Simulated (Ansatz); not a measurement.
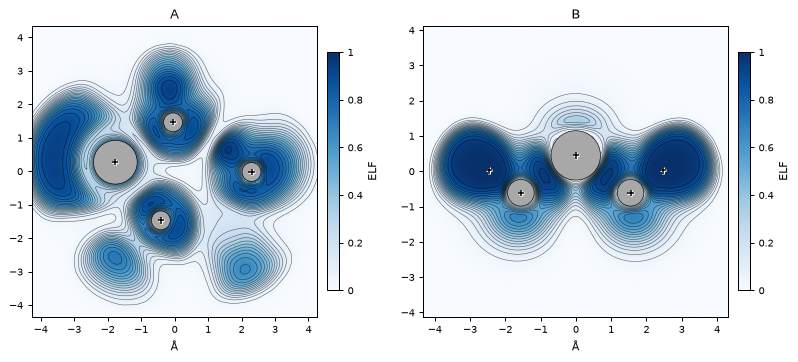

The electron localisation function of 2 systems, each on a plane through atoms (crosses mark nuclei in the plane; grey discs cover the cores).

All numbers below come from RKS PBE0-D4/def2-TZVP in Ansatz.

System 1: H4O6Sn2, the plane of atoms O5, Sn2 and O7. Geometry: r2SCAN-D4/def2-SVP; core potentials replace the inner electrons of Sn.

```csv
atom,x (Å),y (Å),z (Å)
Sn,-0.7319,1.9574,-0.0017
Sn,0.5011,-1.5729,-1.0001
O,0.6099,0.8986,-2.3088
O,-1.9549,0.8800,1.1407
O,-0.4873,0.3361,-1.5010
O,1.0578,0.6308,0.8679
O,-0.4329,-1.4237,0.8682
O,1.8150,-0.0711,-0.1658
H,1.3550,0.8106,-1.6492
H,-1.7193,-0.0689,1.1207
H,-0.5313,-2.2440,1.3714
H,0.5189,-0.1330,1.2577
```

System 2: C3H9ClSi, the plane of atoms Si1, C11 and H13. Geometry: PBE-D4/def2-SVP.

```xyz
14

Si    0.0014    0.0009    0.4106
Cl    0.0096    0.0063    2.5194
C     1.7945    0.0053   -0.1611
H     2.3280    0.8996    0.2196
H     1.8484    0.0149   -1.2703
H     2.3283   -0.8953    0.2041
C    -0.9032    1.5515   -0.1547
H    -1.9455    1.5607    0.2231
H    -0.9354    1.5995   -1.2637
H    -0.3942    2.4636    0.2171
C    -0.8933   -1.5581   -0.1471
H    -1.9380   -1.5690    0.2239
H    -0.3825   -2.4648    0.2352
H    -0.9182   -1.6153   -1.2560
```

Match each panel to its system.

Answer. Panel A is system 1, H4O6Sn2: the plane holds Sn and O. Panel B is system 2, C3H9ClSi: the plane holds Si, C and H. C–Si (1.88 Å): the ELF peaks at about 0.95 between the atoms: a covalent bond.
